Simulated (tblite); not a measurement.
Geometry relaxation of C$_{3}$H$_{8}$NSi$_{2}$ (part 2 of 4)

C$_{3}$H$_{8}$NSi$_{2}$, multiplicity 2, SMILES [N]=CC1[SiH2]C[SiH2]1; GFN2-xTB geometry optimisation, gas phase (tblite 0.8.0). It belongs to a series of runs on one base structure; here: H added to sp C.

Geometry of the input (Å):
```
N  -0.8503  -1.8357  1.4939
C  -1.3808  -1.0603  0.5715
C  -0.5617  -0.6504  -0.6008
Si -0.4827  1.2433  -0.5856
C  1.0106  0.9956  0.5472
Si 1.2347  -0.7127  -0.1810
H  -2.4198  -0.7282  0.7002
H  -0.8726  -1.0246  -1.5763
H  -1.6384  1.8573  0.0768
H  -0.1557  1.7967  -1.9009
H  0.6515  0.9820  1.5780
H  1.8429  1.6906  0.3565
H  1.4696  -1.7792  0.8229
H  2.1518  -0.7749  -1.3244
```

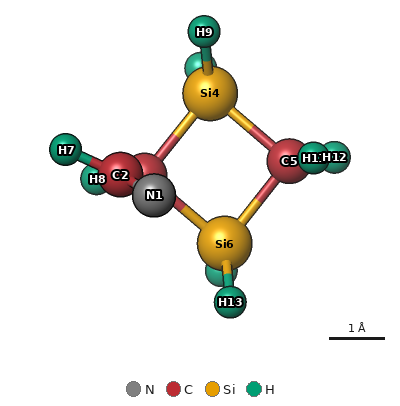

Fig. 1: The geometry at step 39 of the log (ball-and-stick view, seen at a tilt; atoms are numbered from 1 in the order of the input).

**Trajectory as extended XYZ, continued**
```
14
Properties=species:S:1:pos:R:3:forces:R:3 step=24 energy=-455.48714
N    -1.0827   -1.5746    1.6251   -0.0140   0.1470  -0.2050
C    -1.4575   -1.1609    0.5347    0.0510  -0.0860   0.0810
C    -0.5999   -0.6318   -0.5695    0.1270  -0.0510   0.0970
Si   -0.5096    1.2991   -0.4775    0.0260   0.0410   0.0160
C     1.1048    1.0459    0.5044    0.0300  -0.0890   0.0550
Si    1.2731   -0.7675   -0.0960    0.0490  -0.2020  -0.0290
H    -2.5332   -1.1303    0.2981    0.0220  -0.0270  -0.0720
H    -0.9291   -1.0272   -1.5296   -0.0750  -0.0370   0.0630
H    -1.6510    1.9952    0.1079   -0.0310  -0.0270   0.1210
H    -0.2847    1.8341   -1.8168    0.0210   0.0320  -0.1200
H     0.9218    1.0597    1.5728   -0.0290   0.0730   0.1330
H     1.9412    1.7080    0.3180    0.0070   0.0860  -0.0670
H     1.7168   -1.8177    0.8210   -0.1610   0.1380  -0.0250
H     2.0894   -0.8325   -1.3146   -0.0230   0.0020  -0.0470
14
Properties=species:S:1:pos:R:3:forces:R:3 step=26 energy=-455.49771
N    -1.0957   -1.5333    1.6289    0.0760  -0.0200   0.0800
C    -1.4583   -1.1716    0.5192   -0.0460   0.1050   0.0300
C    -0.5937   -0.6369   -0.5683   -0.0440   0.0580   0.0080
Si   -0.5059    1.2980   -0.4664    0.0020   0.0290  -0.0290
C     1.1128    1.0515    0.5026    0.0470  -0.1550   0.0580
Si    1.2634   -0.7690   -0.0964    0.1640  -0.0210   0.0380
H    -2.5293   -1.1679    0.2680   -0.0310  -0.0570  -0.1120
H    -0.9257   -1.0206   -1.5282   -0.0590  -0.0730  -0.0690
H    -1.6402    1.9814    0.1461   -0.0310  -0.0190   0.0740
H    -0.2765    1.8221   -1.8109   -0.0250   0.0440  -0.0830
H     0.9303    1.0691    1.5724    0.0390   0.0880   0.0800
H     1.9497    1.7110    0.2988   -0.0480   0.0350  -0.0070
H     1.7020   -1.8018    0.8282   -0.1020   0.0060   0.0670
H     2.0663   -0.8324   -1.3162    0.0600  -0.0190  -0.1350
14
Properties=species:S:1:pos:R:3:forces:R:3 step=28 energy=-455.50483
N    -1.1117   -1.5021    1.6373    0.0200  -0.0360   0.0700
C    -1.4677   -1.1762    0.5144   -0.0740   0.1310   0.0070
C    -0.5925   -0.6377   -0.5633   -0.0860   0.0680  -0.0630
Si   -0.5041    1.3010   -0.4573    0.0190  -0.0120  -0.0310
C     1.1228    1.0485    0.5040    0.0120  -0.0450   0.0460
Si    1.2664   -0.7733   -0.0943    0.0810   0.1040  -0.0200
H    -2.5349   -1.2088    0.2330    0.0900  -0.0590  -0.0420
H    -0.9245   -1.0168   -1.5273   -0.0200  -0.0510  -0.0350
H    -1.6371    1.9813    0.1683    0.0220  -0.0420   0.0330
H    -0.2803    1.8212   -1.8088   -0.0440   0.0280  -0.0050
H     0.9472    1.0811    1.5769    0.0630   0.0560   0.0000
H     1.9552    1.7128    0.2844   -0.0850  -0.0320   0.0230
H     1.7036   -1.7951    0.8338   -0.0610  -0.0840   0.1280
H     2.0568   -0.8364   -1.3232    0.0620  -0.0280  -0.1120
14
Properties=species:S:1:pos:R:3:forces:R:3 step=29 energy=-455.50793
N    -1.1160   -1.4931    1.6389    0.0300  -0.0470   0.1200
C    -1.4705   -1.1759    0.5137    0.0060   0.1450  -0.0500
C    -0.5945   -0.6364   -0.5644   -0.0300   0.0450  -0.0550
Si   -0.5038    1.3015   -0.4558    0.0180  -0.0240  -0.0210
C     1.1253    1.0473    0.5041   -0.0150  -0.0040   0.0350
Si    1.2683   -0.7725   -0.0934    0.0290   0.0730  -0.0470
H    -2.5320   -1.2200    0.2251    0.0070  -0.0590  -0.0510
H    -0.9244   -1.0172   -1.5296   -0.0150  -0.0340  -0.0040
H    -1.6357    1.9788    0.1772    0.0360  -0.0420   0.0180
H    -0.2799    1.8199   -1.8083   -0.0490   0.0350   0.0060
H     0.9523    1.0854    1.5769    0.0550   0.0410   0.0120
H     1.9554    1.7131    0.2820   -0.0650  -0.0290   0.0110
H     1.7006   -1.7944    0.8385   -0.0620  -0.0700   0.1070
H     2.0541   -0.8371   -1.3270    0.0550  -0.0300  -0.0810
14
Properties=species:S:1:pos:R:3:forces:R:3 step=31 energy=-455.51494
N    -1.1422   -1.4404    1.6509   -0.0640  -0.0080  -0.0110
C    -1.4809   -1.1743    0.5062    0.1130   0.0770  -0.0030
C    -0.5987   -0.6322   -0.5671    0.0790  -0.0140  -0.0220
Si   -0.5004    1.3017   -0.4436   -0.0120  -0.0170  -0.0070
C     1.1375    1.0476    0.5053   -0.0710   0.0680  -0.0110
Si    1.2722   -0.7685   -0.0916   -0.0550  -0.0490  -0.0550
H    -2.5237   -1.2877    0.1721    0.0020  -0.0460   0.0330
H    -0.9241   -1.0161   -1.5344    0.0130   0.0100   0.0330
H    -1.6227    1.9661    0.2223    0.0610  -0.0350  -0.0320
H    -0.2835    1.8146   -1.8003   -0.0650   0.0620   0.0350
H     0.9819    1.1065    1.5789    0.0370  -0.0080   0.0260
H     1.9593    1.7138    0.2623   -0.0030  -0.0110  -0.0090
H     1.6876   -1.7877    0.8599   -0.0740   0.0060  -0.0020
H     2.0371   -0.8436   -1.3432    0.0390  -0.0350   0.0240
14
Properties=species:S:1:pos:R:3:forces:R:3 step=33 energy=-455.51845
N    -1.1500   -1.4259    1.6523   -0.0400   0.0290  -0.0100
C    -1.4755   -1.1659    0.5020    0.0650  -0.0460   0.0490
C    -0.5946   -0.6306   -0.5718    0.0290  -0.0140  -0.0140
Si   -0.4983    1.2994   -0.4426   -0.0140   0.0130  -0.0170
C     1.1355    1.0507    0.5072    0.0050  -0.0300  -0.0240
Si    1.2710   -0.7684   -0.0967    0.0100  -0.0170   0.0320
H    -2.5132   -1.3070    0.1616   -0.0100  -0.0110   0.0210
H    -0.9251   -1.0179   -1.5339    0.0140   0.0060  -0.0320
H    -1.6121    1.9534    0.2381   -0.0100   0.0070  -0.0150
H    -0.2877    1.8170   -1.7970   -0.0610   0.0740   0.0170
H     0.9906    1.1135    1.5825    0.0200  -0.0230  -0.0050
H     1.9563    1.7135    0.2556    0.0230   0.0160  -0.0130
H     1.6669   -1.7842    0.8704   -0.0650   0.0310  -0.0520
H     2.0355   -0.8480   -1.3498    0.0340  -0.0340   0.0630
14
Properties=species:S:1:pos:R:3:forces:R:3 step=35 energy=-455.52058
N    -1.1548   -1.4257    1.6551   -0.0080   0.0630  -0.0460
C    -1.4699   -1.1619    0.5024   -0.0150  -0.1180   0.0580
C    -0.5902   -0.6308   -0.5744   -0.0490  -0.0060   0.0100
Si   -0.4990    1.2992   -0.4450    0.0140   0.0020   0.0040
C     1.1334    1.0505    0.5068    0.0640  -0.0370  -0.0060
Si    1.2715   -0.7702   -0.0986    0.0310   0.0570   0.0190
H    -2.5100   -1.3112    0.1640    0.0490   0.0210   0.0080
H    -0.9241   -1.0184   -1.5348    0.0140  -0.0020  -0.0400
H    -1.6099    1.9516    0.2362   -0.0530   0.0220   0.0150
H    -0.2973    1.8273   -1.7951   -0.0430   0.0690  -0.0100
H     0.9956    1.1132    1.5842   -0.0030  -0.0260  -0.0470
H     1.9551    1.7132    0.2544    0.0070   0.0050  -0.0180
H     1.6566   -1.7837    0.8698   -0.0410  -0.0190  -0.0050
H     2.0423   -0.8534   -1.3470    0.0330  -0.0310   0.0570
14
Properties=species:S:1:pos:R:3:forces:R:3 step=37 energy=-455.52493
N    -1.1723   -1.4065    1.6654    0.0260   0.0810  -0.1440
C    -1.4637   -1.1653    0.5008   -0.0660  -0.1000   0.0720
C    -0.5860   -0.6312   -0.5789   -0.0980  -0.0100   0.0440
Si   -0.4992    1.3001   -0.4448    0.0090  -0.0090   0.0490
C     1.1386    1.0485    0.5032    0.0650   0.0460  -0.0060
Si    1.2745   -0.7688   -0.0990   -0.0060   0.0520  -0.0300
H    -2.4996   -1.3378    0.1540    0.0860   0.0270  -0.0040
H    -0.9199   -1.0180   -1.5409    0.0260   0.0070   0.0030
H    -1.6075    1.9489    0.2443   -0.0550   0.0130   0.0360
H    -0.3233    1.8546   -1.7881   -0.0100   0.0360  -0.0100
H     1.0148    1.1143    1.5826   -0.0430  -0.0270  -0.0640
H     1.9568    1.7136    0.2446    0.0130  -0.0040  -0.0340
H     1.6316   -1.7832    0.8716    0.0000  -0.0900   0.0740
H     2.0545   -0.8696   -1.3370    0.0520  -0.0210   0.0140
14
Properties=species:S:1:pos:R:3:forces:R:3 step=39 energy=-455.52952
N    -1.1946   -1.3639    1.6747    0.0340   0.0290  -0.1430
C    -1.4630   -1.1762    0.4953   -0.0310   0.0440   0.0360
C    -0.5871   -0.6315   -0.5821   -0.0180   0.0140   0.0340
Si   -0.4985    1.3013   -0.4369   -0.0410   0.0140   0.0420
C     1.1514    1.0505    0.4967   -0.0220   0.0780  -0.0510
Si    1.2758   -0.7641   -0.0986   -0.0400  -0.0800  -0.0100
H    -2.4820   -1.3851    0.1272    0.0180  -0.0250   0.0010
H    -0.9124   -1.0155   -1.5494    0.0250   0.0220   0.0440
H    -1.6030    1.9402    0.2724   -0.0150  -0.0100   0.0210
H    -0.3506    1.8821   -1.7766    0.0040  -0.0130   0.0480
H     1.0396    1.1189    1.5760   -0.0480  -0.0090  -0.0320
H     1.9636    1.7153    0.2239    0.0500   0.0150  -0.0350
H     1.5973   -1.7827    0.8827    0.0160  -0.0630   0.0570
H     2.0630   -0.8898   -1.3274    0.0670  -0.0150  -0.0120
14
Properties=species:S:1:pos:R:3:forces:R:3 step=41 energy=-455.53297
N    -1.2091   -1.3223    1.6740    0.0500  -0.0510   0.1240
C    -1.4672   -1.1824    0.4888    0.0180   0.1550  -0.1610
C    -0.5907   -0.6300   -0.5826    0.0890   0.0610  -0.0240
Si   -0.5011    1.3032   -0.4258   -0.0430   0.0310  -0.0020
C     1.1616    1.0579    0.4864   -0.0540  -0.0390  -0.0670
Si    1.2728   -0.7651   -0.0979   -0.0020  -0.0990   0.0420
H    -2.4661   -1.4293    0.1031   -0.0960  -0.0740  -0.0050
H    -0.9028   -1.0102   -1.5552   -0.0060   0.0220   0.0410
H    -1.5997    1.9293    0.3050   -0.0030  -0.0150   0.0080
H    -0.3668    1.8975   -1.7630   -0.0080  -0.0300   0.0730
H     1.0551    1.1236    1.5660   -0.0170   0.0240  -0.0210
H     1.9741    1.7178    0.2025    0.0290   0.0120  -0.0150
H     1.5698   -1.7851    0.8985    0.0100   0.0210  -0.0260
H     2.0695   -0.9052   -1.3219    0.0330  -0.0180   0.0330
14
Properties=species:S:1:pos:R:3:forces:R:3 step=43 energy=-455.53599
N    -1.2251   -1.2910    1.6755   -0.0040  -0.0340  -0.0310
C    -1.4703   -1.1802    0.4823   -0.0210   0.0740  -0.0510
C    -0.5894   -0.6262   -0.5840    0.0470   0.0530  -0.0170
Si   -0.5053    1.3060   -0.4176    0.0060   0.0210  -0.0020
C     1.1666    1.0615    0.4763    0.0130  -0.0820  -0.0200
Si    1.2709   -0.7704   -0.0963    0.0380  -0.0030   0.0320
H    -2.4577   -1.4706    0.0856    0.0120  -0.0290   0.0410
H    -0.8939   -1.0039   -1.5592   -0.0270   0.0150   0.0230
H    -1.5970    1.9222    0.3287   -0.0210  -0.0070   0.0160
H    -0.3809    1.9087   -1.7496   -0.0120  -0.0150   0.0340
H     1.0697    1.1296    1.5579   -0.0130   0.0300  -0.0530
H     1.9823    1.7184    0.1863   -0.0330  -0.0280  -0.0100
H     1.5533   -1.7864    0.9090    0.0150   0.0290  -0.0350
H     2.0761   -0.9181   -1.3171    0.0020  -0.0240   0.0720
14
Properties=species:S:1:pos:R:3:forces:R:3 step=45 energy=-455.53842
N    -1.2358   -1.2735    1.6724    0.0170  -0.0140   0.0220
C    -1.4706   -1.1743    0.4763   -0.0200  -0.0030  -0.0470
C    -0.5853   -0.6195   -0.5863   -0.0260   0.0030  -0.0110
Si   -0.5092    1.3102   -0.4128    0.0370   0.0050   0.0170
C     1.1704    1.0594    0.4654    0.0410  -0.0260   0.0170
Si    1.2727   -0.7756   -0.0942    0.0150   0.0540  -0.0040
H    -2.4488   -1.4982    0.0818    0.0270   0.0120  -0.0060
H    -0.8881   -0.9986   -1.5605   -0.0340   0.0150  -0.0110
H    -1.5995    1.9182    0.3413   -0.0220  -0.0080   0.0350
H    -0.4003    1.9262   -1.7364    0.0000   0.0040  -0.0270
H     1.0786    1.1325    1.5466   -0.0150   0.0270  -0.0180
H     1.9859    1.7169    0.1739   -0.0440  -0.0430  -0.0250
H     1.5376   -1.7902    0.9139    0.0280   0.0000   0.0060
H     2.0916   -0.9341   -1.3034   -0.0050  -0.0260   0.0530
14
Properties=species:S:1:pos:R:3:forces:R:3 step=47 energy=-455.53943
N    -1.2433   -1.2549    1.6699   -0.0020  -0.0140  -0.0020
C    -1.4713   -1.1731    0.4706    0.0100  -0.0170   0.0080
C    -0.5848   -0.6156   -0.5888   -0.0150  -0.0060  -0.0140
Si   -0.5088    1.3126   -0.4069   -0.0070   0.0130   0.0030
C     1.1766    1.0580    0.4596   -0.0220   0.0240   0.0140
Si    1.2736   -0.7749   -0.0922   -0.0320  -0.0150   0.0050
H    -2.4385   -1.5215    0.0718    0.0140   0.0150  -0.0070
H    -0.8870   -0.9945   -1.5629   -0.0250   0.0220  -0.0300
H    -1.5990    1.9110    0.3588    0.0140  -0.0190   0.0160
H    -0.4122    1.9365   -1.7282    0.0030   0.0040  -0.0200
H     1.0853    1.1375    1.5390    0.0080   0.0280   0.0300
H     1.9876    1.7146    0.1603    0.0060  -0.0150  -0.0260
H     1.5234   -1.7898    0.9197    0.0330   0.0050   0.0100
H     2.0977   -0.9466   -1.2929    0.0150  -0.0250   0.0130
14
Properties=species:S:1:pos:R:3:forces:R:3 step=49 energy=-455.54044
N    -1.2484   -1.2422    1.6674   -0.0120  -0.0150  -0.0120
C    -1.4713   -1.1729    0.4661    0.0290  -0.0160   0.0170
C    -0.5866   -0.6128   -0.5930    0.0070   0.0110  -0.0080
Si   -0.5081    1.3153   -0.4018   -0.0400   0.0010  -0.0370
C     1.1793    1.0588    0.4578   -0.0550   0.0230   0.0050
Si    1.2709   -0.7741   -0.0898   -0.0390  -0.0560   0.0110
H    -2.4287   -1.5377    0.0619   -0.0190   0.0040   0.0000
H    -0.8905   -0.9887   -1.5682   -0.0070   0.0240  -0.0160
H    -1.5959    1.9017    0.3772    0.0230  -0.0100  -0.0010
H    -0.4176    1.9406   -1.7246   -0.0040   0.0020   0.0140
H     1.0904    1.1460    1.5364    0.0340   0.0260   0.0360
H     1.9883    1.7104    0.1466    0.0360   0.0090  -0.0100
H     1.5170   -1.7870    0.9258    0.0240   0.0130   0.0070
H     2.1003   -0.9578   -1.2839    0.0220  -0.0170  -0.0060
14
Properties=species:S:1:pos:R:3:forces:R:3 step=51 energy=-455.54154
N    -1.2552   -1.2349    1.6644    0.0050  -0.0110   0.0020
C    -1.4703   -1.1734    0.4617    0.0230  -0.0050  -0.0160
C    -0.5890   -0.6086   -0.5985    0.0050   0.0070   0.0090
Si   -0.5103    1.3197   -0.3990   -0.0240  -0.0310  -0.0410
C     1.1784    1.0605    0.4564   -0.0190  -0.0030  -0.0050
Si    1.2655   -0.7770   -0.0865   -0.0010  -0.0120  -0.0010
H    -2.4199   -1.5523    0.0546   -0.0510  -0.0080  -0.0110
H    -0.8958   -0.9788   -1.5759    0.0140   0.0160   0.0150
H    -1.5935    1.8935    0.3932    0.0030   0.0100  -0.0010
H    -0.4265    1.9485   -1.7210   -0.0070   0.0050   0.0260
H     1.0988    1.1581    1.5357    0.0390   0.0170   0.0000
H     1.9899    1.7034    0.1313    0.0160   0.0050   0.0090
H     1.5185   -1.7854    0.9317   -0.0010   0.0110   0.0180
H     2.1088   -0.9739   -1.2702   -0.0010  -0.0010  -0.0050
14
Properties=species:S:1:pos:R:3:forces:R:3 step=53 energy=-455.54189
N    -1.2589   -1.2322    1.6644   -0.0010  -0.0140  -0.0260
C    -1.4710   -1.1747    0.4607   -0.0130  -0.0110  -0.0070
C    -0.5891   -0.6076   -0.5982   -0.0040  -0.0100   0.0080
Si   -0.5123    1.3199   -0.3994    0.0000  -0.0200   0.0020
C     1.1783    1.0609    0.4548    0.0100  -0.0060  -0.0050
Si    1.2652   -0.7788   -0.0861    0.0120   0.0170   0.0030
H    -2.4203   -1.5585    0.0523   -0.0040   0.0090   0.0040
H    -0.8944   -0.9760   -1.5763    0.0090   0.0050   0.0060
H    -1.5939    1.8945    0.3945    0.0010   0.0050   0.0020
H    -0.4319    1.9536   -1.7181   -0.0030   0.0060   0.0050
H     1.1045    1.1603    1.5347    0.0210   0.0120  -0.0130
H     1.9917    1.7025    0.1286   -0.0090  -0.0080   0.0020
H     1.5190   -1.7862    0.9332   -0.0060   0.0130   0.0160
H     2.1125   -0.9782   -1.2673   -0.0140   0.0010   0.0020
14
Properties=species:S:1:pos:R:3:forces:R:3 step=55 energy=-455.54214
N    -1.2603   -1.2327    1.6627   -0.0030  -0.0260  -0.0050
C    -1.4724   -1.1771    0.4590   -0.0120   0.0060  -0.0010
C    -0.5894   -0.6080   -0.5971    0.0060  -0.0150  -0.0050
Si   -0.5133    1.3182   -0.3996    0.0060   0.0100   0.0330
C     1.1785    1.0606    0.4541    0.0110   0.0070  -0.0030
Si    1.2655   -0.7785   -0.0853    0.0020   0.0040   0.0120
H    -2.4220   -1.5599    0.0510   -0.0020   0.0050  -0.0020
H    -0.8932   -0.9738   -1.5759    0.0040  -0.0090  -0.0130
H    -1.5934    1.8953    0.3955    0.0070  -0.0020  -0.0010
H    -0.4336    1.9552   -1.7163   -0.0020   0.0040  -0.0040
H     1.1088    1.1629    1.5338    0.0050   0.0050  -0.0060
H     1.9920    1.7013    0.1271   -0.0030   0.0010  -0.0150
H     1.5201   -1.7845    0.9351   -0.0070   0.0110   0.0160
H     2.1121   -0.9796   -1.2661   -0.0090   0.0010  -0.0070
```
